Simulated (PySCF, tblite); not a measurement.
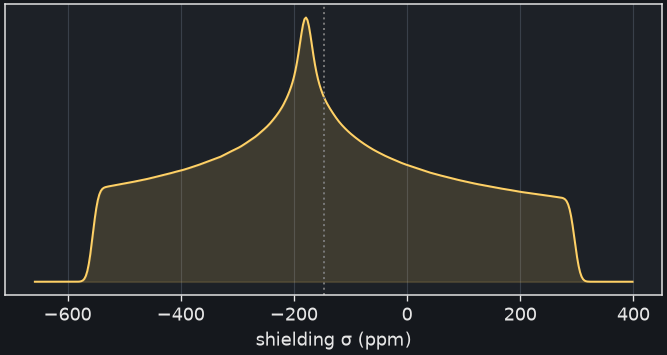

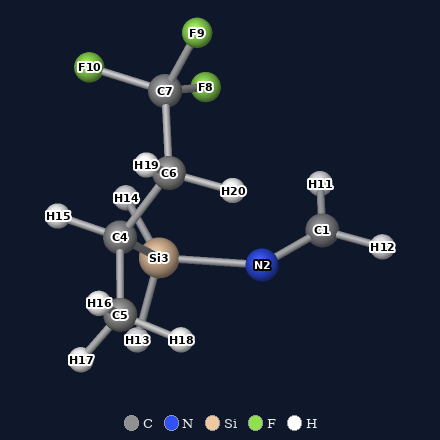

Static powder pattern (¹⁵N) from GIAO shielding tensors of C₅H₁₀F₃NSi, SMILES C=N[SiH2][C@@H](C)CC(F)(F)F, PBE0/pcSseg-1, PySCF 2.14.0, at a GFN2-xTB geometry (a minimum by its frequencies); absolute shielding, one fixed geometry of the isolated molecule without any motion, no dipolar terms. The dotted line is the isotropic value; skew is 3(σiso − σ22)/span.

The pattern belongs to N2. Give the principal values, span and skew.

N2: σ11, σ22, σ33 = −555, −179, 296 ppm, isotropic −146, span 852 ppm, skew 0.12.

Note: the tight-binding geometry is rougher than a DFT one and adds to the error; one conformer of a flexible molecule.
